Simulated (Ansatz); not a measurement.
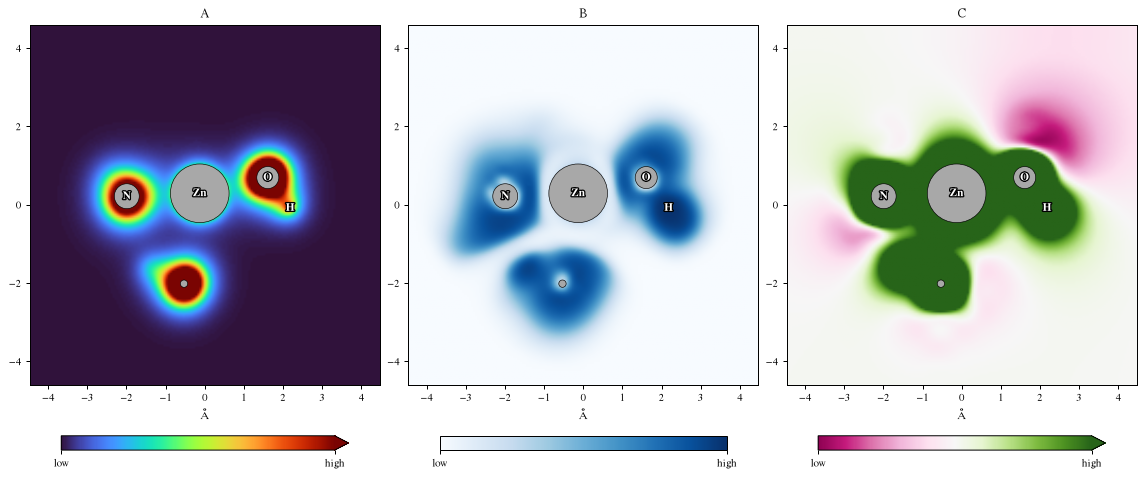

H₃NOZn···H₂O: 3 fields on the plane of atoms Zn1, O3 and H7, with unlabelled colour scales. Grey discs cover the atomic cores.

The product side of a reaction path; geometry: PBE0-D4/def2-TZVP; a saddle point, not a minimum.

Method: RKS PBE0-D4/def2-TZVPP in Ansatz.

Q: The panels show electron density, electron localisation function and electrostatic potential in some order. Assign them.

A: Panel A: electron density. Panel B: electron localisation function. Panel C: electrostatic potential (strongly positive close to the atoms, with negative regions outside electron-rich atoms). From the grid: Zn–O (1.78 Å): ρ is about 0.91 e/Å³ halfway; the ELF peaks at about 0.85 in the valence shell of O, 0.6 Å from its nucleus, and is about 0.20 at the midpoint. Zn–N (1.86 Å): ρ at the midpoint is about 0.84 e/Å³; the ELF peaks at about 0.90 in the valence shell of N, 0.7 Å from its nucleus, and is about 0.30 at the midpoint.
